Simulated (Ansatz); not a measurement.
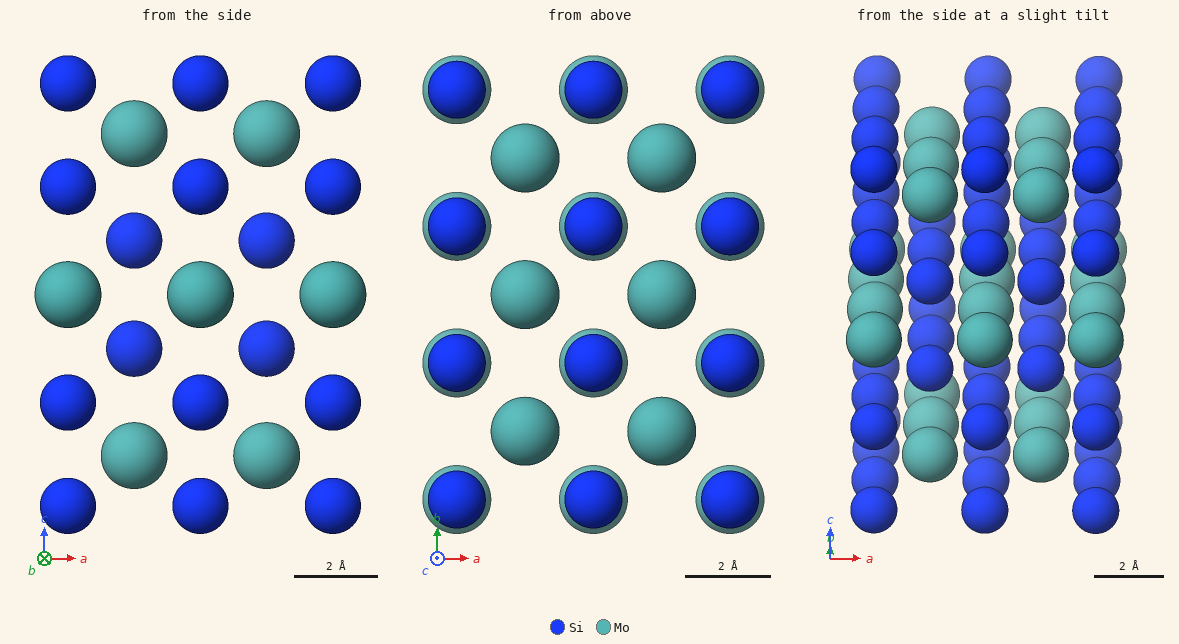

A spheres-only picture of a periodic slab, seen from the side, from above and from the side at a slight tilt. The surface normal points up in side views; the vacuum is left out. 2×3 cells are drawn in the plane, with atoms at the edges repeated.

The cell holds 6 Si, 3 Mo. The slab was cut from bulk Si2Mo (I4/mmm).

> Give the termination of both faces.

The top face ends in Si, the bottom face in Si. The two faces are alike.

> Read the thickness off the scale bar.

About 10 Å from the lowest to the highest atom.

> Give the sequence of planes from the top.

Nine planes: Si / Mo / Si / Si / Mo / Si / Si / Mo / Si.

> Which (hkl) is this?

(0 0 1).

The calculation used DFT PBE, scalar-relativistic, plane waves, PAW in Ansatz 0.2.0, with E_cut = 420 eV, an 11×11×1 mesh of k-points, Gaussian smearing of 0.1 eV, no spin polarisation.

> How much energy takes an electron from the Fermi level to the vacuum on each side?

4.45 eV on both faces.

It derives from a structure listed in the Materials Project, from which a slab was cut. The atoms were relaxed in a fixed cell with DFT PBE, scalar-relativistic, plane waves, PAW (Ansatz).
